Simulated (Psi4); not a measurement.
# C2F3Si (SMILES [C]#C[Si](F)(F)F) at USVWN5/cc-pVDZ

What is the vertical doublet–quartet gap of C2F3Si at USVWN5/cc-pVDZ? The job is set up through a Python script.

The calculation is run with Psi4 1.11.

27 further runs of the same task are left out: 27 that didn't finish.

### 1 The structure to begin with

C2F3Si: 6 atoms, total charge 0, spin state doublet. As SMILES, `[C]#C[Si](F)(F)F`. The coordinates come from a PBE0-D4/def2-TZVP relaxation.

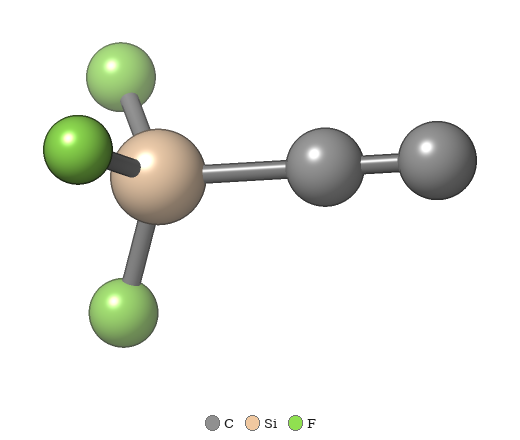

Viewed from a chosen angle; carbon grey, silicon light orange, fluorine green.

### 2 Energy and forces at USVWN5/cc-pVDZ

Input file calc.py:

```python
import psi4

psi4.set_memory('2200 MB')
psi4.set_num_threads(1)
psi4.set_output_file('run.log', False)

geom = psi4.geometry("""
0 2
C     -0.62398757    -4.46202133     1.32885541
C     -0.31331659    -2.29563930     0.67368736
Si     0.14853247     0.92294224    -0.29971056
F     -1.91221387     1.71246981    -2.27693101
F      2.81777062     1.25572301    -1.54201652
F     -0.03741658     2.74558309     2.02880997
units bohr
symmetry c1
""")

psi4.set_options({
    'basis': 'cc-pVDZ',
    'reference': 'uks',
    'puream': True,
    'e_convergence': 1e-09,
    'd_convergence': 1e-08,
    'scf_type': 'pk',
    'dft_radial_points': 99,
    'dft_spherical_points': 590,
    'maxiter': 100,
})

E, wfn = psi4.gradient('scf', dft_functional={"name": "SVWN5", "x_functionals": {"LDA_X": {}}, "c_functionals": {"LDA_C_VWN": {}}}, return_wfn=True)
psi4.oeprop(wfn, 'MAYER_INDICES', 'DIPOLE', 'LOWDIN_CHARGES', title='SCF')
print('gradient / Eh bohr^-1')
print(E.np.round(6))
print(f'energy = {wfn.energy():.10f} Eh')
```

Command:

```sh
$ python calc.py
```

run.log, shortened:

```text
[...]
  Running in c1 symmetry.
[...]
  Nuclear repulsion =  286.699050401280147
[...]
  Multiplicity = 2
[...]
  Nalpha       = 27
  Nbeta        = 26
[...]
    Number of basis functions: 88
[...]
   @UKS iter   1:  -661.17486628109339   -1.47921e-01   9.16393e-03 ADIIS/DIIS
[...]
   @UKS iter  14:  -661.47816418066247   -1.36424e-12   4.14915e-09 DIIS
[...]
   @S^2 Observed:                7.703188737E-01
[...]
    Orbital Energies [Eh]
    ---------------------
    Alpha Occupied:
       1A    -65.270768     2A    -24.128749     3A    -24.128728
       4A    -24.128716     5A     -9.889415     6A     -9.827131
       7A     -5.158904     8A     -3.601717     9A     -3.601717
      10A     -3.598720    11A     -1.140308    12A     -1.109466
      13A     -1.109442    14A     -0.727046    15A     -0.567126
      16A     -0.489285    17A     -0.474289    18A     -0.474280
      19A     -0.417764    20A     -0.417760    21A     -0.405660
      22A     -0.395753    23A     -0.395737    24A     -0.376618
      25A     -0.360568    26A     -0.313576    27A     -0.313576
    Alpha Virtual:
[...]
  @UKS Final Energy:  -661.47816418066247
   => Energetics <=
    Nuclear Repulsion Energy =            286.6990504012801466
    One-Electron Energy =               -1490.7082332925551782
    Two-Electron Energy =                 601.9385201206196143
    DFT Exchange-Correlation Energy =     -59.4075014100070078
    Empirical Dispersion Energy =           0.0000000000000000
    VV10 Nonlocal Energy =                  0.0000000000000000
    Total Energy =                       -661.4781641806624748
[...]
  -Total Gradient:
     Atom            X                  Y                   Z
    ------   -----------------  -----------------  -----------------
       1        0.005731242442     0.039961125733    -0.012085406760
       2       -0.005284472040    -0.036864607668     0.011147404316
       3        0.005009408662     0.034717810403    -0.010449298274
       4        0.026359932046    -0.010141854228     0.025290072884
       5       -0.034198256045    -0.004300595663     0.015882507787
       6        0.002379147969    -0.023419554685    -0.029824886998
[...]
 Multipole Moments:
 ------------------------------------------------------------------------------------
     Multipole            Electronic (a.u.)      Nuclear  (a.u.)        Total (a.u.)
 ------------------------------------------------------------------------------------
 L = 1.  Multiply by 2.5417464519 to convert [e a0] to [Debye]
 Dipole X            :          0.2425930           -0.3034591           -0.0608662
 Dipole Y            :          1.6905358           -2.1150673           -0.4245315
 Dipole Z            :         -0.5111887            0.6397464            0.1285577
 Magnitude           :                                                    0.4477262
[...]
```

On the terminal:

```text
gradient / Eh bohr^-1
[[ 0.005731  0.039961 -0.012085]
 [-0.005284 -0.036865  0.011147]
 [ 0.005009  0.034718 -0.010449]
 [ 0.02636  -0.010142  0.02529 ]
 [-0.034198 -0.004301  0.015883]
 [ 0.002379 -0.02342  -0.029825]]
energy = -661.4781641807 Eh
```

Run time: 32 s. Hardware: 1 thread of Intel Xeon Platinum 8488C (Sapphire Rapids), shared host; peak memory 0.58 GiB.

### 3 The quartet: the energy at USVWN5/cc-pVDZ

Input file c2f3si.py:

```python
import psi4

psi4.set_memory(2200000000)
psi4.set_num_threads(1)
psi4.set_output_file('output.dat', False)

mol = psi4.geometry("""
0 4
C     -0.330200    -2.361200     0.703200
C     -0.165800    -1.214800     0.356500
Si     0.078600     0.488400    -0.158600
F     -1.011900     0.906200    -1.204900
F      1.491100     0.664500    -0.816000
F     -0.019800     1.452900     1.073600
units angstrom
symmetry c1
""")

psi4.set_options({
    'basis': 'cc-pVDZ',
    'reference': 'uks',
    'puream': True,
    'e_convergence': 1e-09,
    'd_convergence': 1e-08,
    'scf_type': 'pk',
    'dft_radial_points': 99,
    'dft_spherical_points': 590,
    'maxiter': 100,
})

energy_value, wavefunction = psi4.energy("scf", dft_functional={"name": "SVWN5", "x_functionals": {"LDA_X": {}}, "c_functionals": {"LDA_C_VWN": {}}}, return_wfn=True)
psi4.oeprop(wavefunction, "LOWDIN_CHARGES", "DIPOLE", "MULLIKEN_CHARGES")
print(f'total energy {energy_value:.8f} hartree = {energy_value * 27.211386:.5f} eV')
```

Command:

```sh
$ python c2f3si.py
```

output.dat, shortened:

```text
[...]
  Running in c1 symmetry.
[...]
  Nuclear repulsion =  286.699050461002571
[...]
  Multiplicity = 4
[...]
  Nalpha       = 28
  Nbeta        = 25
[...]
    Number of basis functions: 88
[...]
   @UKS iter   1:  -660.65147661498565    3.75468e-01   9.54852e-03 DIIS/ADIIS
[...]
   @UKS iter  49:  -661.28476753770747   -4.66116e-12   6.65000e-09 DIIS
[...]
   @S^2 Observed:                3.762177696E+00
[...]
  @UKS Final Energy:  -661.28476753770747
   => Energetics <=
    Nuclear Repulsion Energy =            286.6990504610025710
    One-Electron Energy =               -1490.6340003085592798
    Two-Electron Energy =                 602.1102872110516273
    DFT Exchange-Correlation Energy =     -59.4601049012023424
    Empirical Dispersion Energy =           0.0000000000000000
    VV10 Nonlocal Energy =                  0.0000000000000000
    Total Energy =                       -661.2847675377074665
[...]
 Multipole Moments:
 ------------------------------------------------------------------------------------
     Multipole            Electronic (a.u.)      Nuclear  (a.u.)        Total (a.u.)
 ------------------------------------------------------------------------------------
 L = 1.  Multiply by 2.5417464519 to convert [e a0] to [Debye]
 Dipole X            :          0.1838112           -0.3034592           -0.1196480
 Dipole Y            :          1.4484011           -2.1150673           -0.6666662
 Dipole Z            :         -0.4567017            0.6397464            0.1830447
 Magnitude           :                                                    0.7016159
[...]
  Mulliken Charges: (a.u.)
   Center  Symbol    Alpha    Beta     Spin     Total
       1     C     4.03391  2.08095  1.95296 -0.11486
       2     C     3.36625  2.51604  0.85021  0.11771
       3    SI     6.78816  6.64842  0.13973  0.56342
       4     F     4.60850  4.57652  0.03198 -0.18502
       5     F     4.60155  4.58912  0.01243 -0.19067
       6     F     4.60164  4.58894  0.01270 -0.19058
   Total alpha = 28.00000, Total beta = 25.00000, Total charge =  0.00000
  Lowdin Charges: (a.u.)
   Center  Symbol    Alpha    Beta     Spin     Total
[...]
```

Standard output:

```text
total energy -661.28476754 hartree = -17994.47507 eV
```

Wall time 38 s (1 thread of Intel Xeon Platinum 8488C (Sapphire Rapids), shared host); peak memory 0.6 GiB.

### 4 Summary of results

Level: USVWN5/cc-pVDZ.

```
                                        quantity          value
                           doublet: total energy  -661.47816 Eh
                          doublet: dipole moment         1.14 D
     doublet: HOMO energy (highest over α and β)       -8.11 eV
      doublet: LUMO energy (lowest over α and β)       -7.29 eV
                                   doublet: ⟨S²⟩          0.770
               doublet: largest force on an atom     2.167 eV/Å
                           quartet: total energy  -661.28477 Eh
                          quartet: dipole moment         1.78 D
     quartet: HOMO energy (highest over α and β)       -3.17 eV
                                   quartet: ⟨S²⟩          3.762
vertical energy of the quartet above the doublet       5.263 eV
```

**Reading.** At this shape the quartet lies 5.26 eV (508 kJ/mol) above the doublet. The largest force (doublet) is 2.17 eV/Å: the shape isn't a stationary point for this species at this level. Mulliken charges (quartet) run from -0.19 on F5 to +0.56 on Si3.
